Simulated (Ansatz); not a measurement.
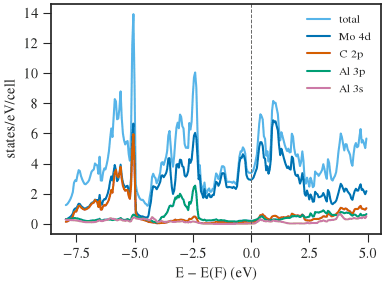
Figure. Total and projected density of states of AlMo2C in space group P6_3/mmc (No. 194; Al on 2d, Mo on 4f, C on 2a), the program Ansatz at the r²SCAN level (PAW)

Task: Which orbitals carry the states next to the Fermi level?

Result: Within 0.5 eV of the Fermi level: Mo 4d 84 %, Al 3p 6 %. Projections are on Löwdin-orthogonalised atomic valence shells; empty p or d shells of many metals are not among them.

Task: Where is the tallest occupied peak in this window, and what makes it?

Result: Near -5.0 eV, about 14 states/eV per cell; the largest projected share is Mo 4d.

The start of the workflow was typed in or built on a structure type; neither database checked (COD, Materials Project) lists it. Its standing as an ambient phase is unchecked. Symmetry was held in the r²SCAN relaxation; whether a distortion lowers the energy is not shown. No spin polarisation was allowed. Spin–orbit coupling is left out wherever it is not named.

Potentials: the earlier of the program's two PAW sets.
